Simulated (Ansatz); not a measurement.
```xyz
9
charge 0, multiplicity 1
N     0.5005    1.8351   -1.5143
C     0.6421    0.8637   -0.7988
C     0.7728   -0.1005    0.0742
Si   -0.7009   -0.8044    0.9414
H     0.3389    1.6742   -2.5042
H     1.7743   -0.4735    0.2652
H    -1.9154   -0.1009    0.4575
H    -0.8315   -2.2604    0.6650
H    -0.5809   -0.6335    2.4140
```

Describe the molecule in this file.

The molecule is C₂H₅NSi. As SMILES it reads `N=C=C[SiH3]`. It has no ring. Among its groups: Si–H bond. This geometry has C1 symmetry. Coordination: 1 N bent; 1 C linear; 1 C trigonal planar; 1 Si tetrahedral.

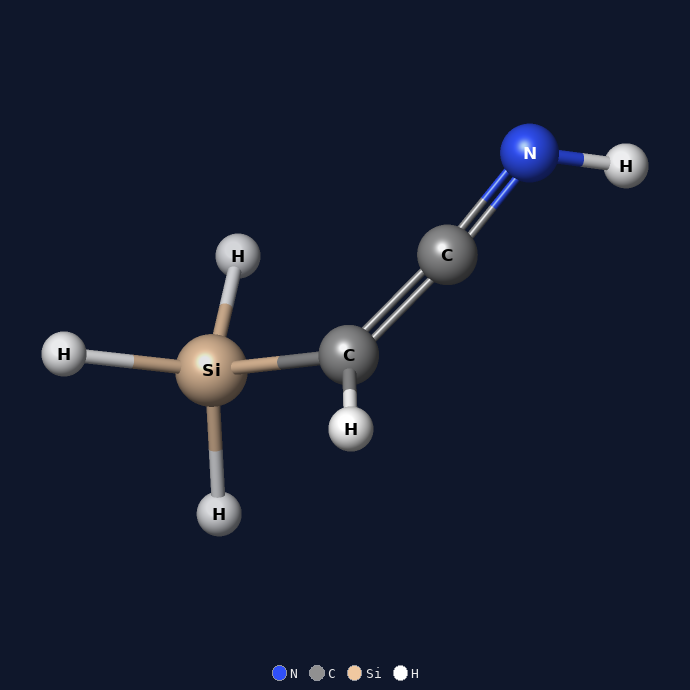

Simulated data, not a measurement (program: Ansatz).
